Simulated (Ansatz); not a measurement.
**C2H4Si (ethynylsilane): methods side by side**

The species is C2H4Si (7 atoms), meant as a singlet with charge 0. SMILES: `C#C[SiH3]`. Geometry: relaxed at PBE0-D4/def2-TZVP. The run starts from this shape.

Each level gives the adiabatic ionisation energy (to the doublet cation, no zero-point term) (eV). The values are calculated.

```csv
level,kind,program,value (eV)
HF/STO-3G,Hartree–Fock,Ansatz,7.46
HF/3-21G,Hartree–Fock,Ansatz,9.39
HF/6-31G* (Cartesian functions),Hartree–Fock,Ansatz,9.06
PBE/def2-SVP,GGA,Ansatz,10.17
B3LYP/6-31G* (Cartesian functions),global hybrid,Ansatz,10.20
MP2/6-31G* (Cartesian functions),perturbation theory,Ansatz,10.39
```

The values span 7.46 to 10.39 eV. Spin contamination of the reference (⟨S²⟩ at least 0.1 too high) touches HF/STO-3G. Without the sets that lack polarisation functions the rows with a basis span only 9.06 to 10.39 eV.

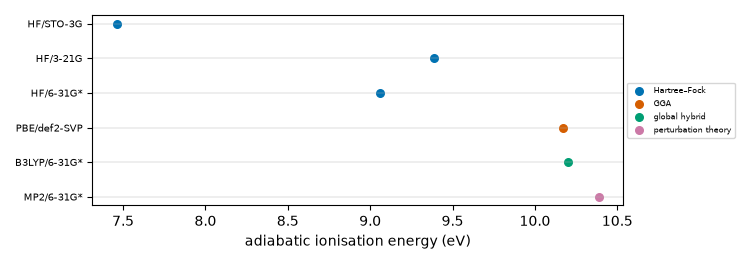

The values of the table, level by level.
